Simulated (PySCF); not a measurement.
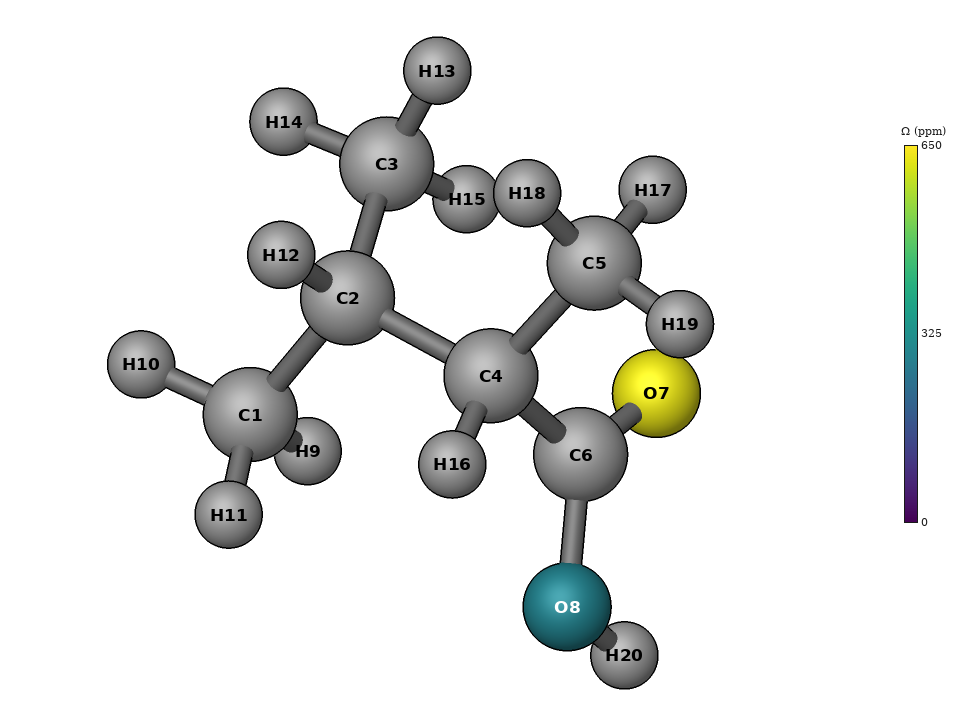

The O atoms are coloured by the span of their shielding tensor. The geometry was computed by an optimisation with GFN2-xTB. No frequency run is at hand to confirm it as a minimum. Properties computed with GIAO PBE0/pcSseg-1 NMR shielding, non-relativistic, gas phase (PySCF 2.14.0). Principal shieldings σ11 ≤ σ22 ≤ σ33, span Ω = σ33 − σ11, skew κ = 3(σiso − σ22)/Ω.

Question: Which O atom has the most anisotropic shielding?

Answer: O7, with a span of 628 ppm.

Give the shielding tensors of the O atoms.

```csv
atom,σ11,σ22,σ33,σiso,Ω,κ
O7,−343.1,−222.3,285.3,−93.4,628.4,0.62
O8,−37.6,127.7,249.3,113.1,286.9,−0.15
```

Shieldings and span in ppm.
